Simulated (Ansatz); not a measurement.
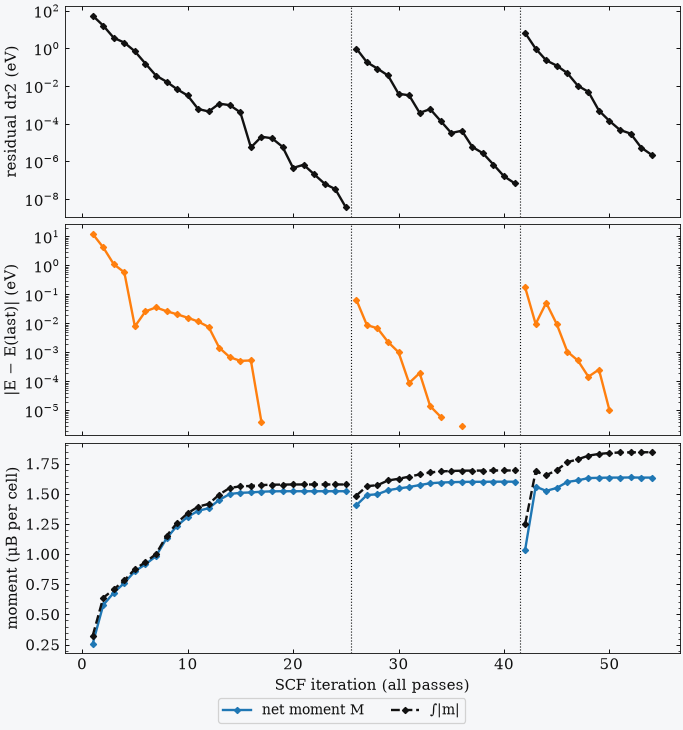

The plot shows the SCF iterations of a calculation: density residual dr2, distance of the Harris–Foulkes energy from its last value in each pass, magnetic moments. Each stretch between dotted lines is the SCF of one geometry step of a relaxation. Energy differences below 3 × 10⁻⁶ eV aren't drawn. dr2 is the charge part; the magnetisation has a residual of its own.

System: NbO₅ (P1, 12 atoms in the cell).
Method: DFT PBE, scalar-relativistic, plane waves, PAW (Ansatz); cutoff 420 eV, 6×6×4 k-mesh, Gaussian smearing of 0.2 eV, collinear spins.

Q: How did this run end?

A: It did not finish: the time limit cut it off after 54 iterations in all. There are 3 passes, of 25, 16 and 13 iterations. In pass 3, the residual is still falling at the last step (down to 2.2 × 10⁻⁶). The program keeps the magnetisation out of the quasi-Newton mixer until iteration 11 and then restarts the mixer with it.

Q: How do the moments develop?

A: The net moment goes from 0.3 to 1.6 μB per cell, though in an unconverged run this needn't be final.
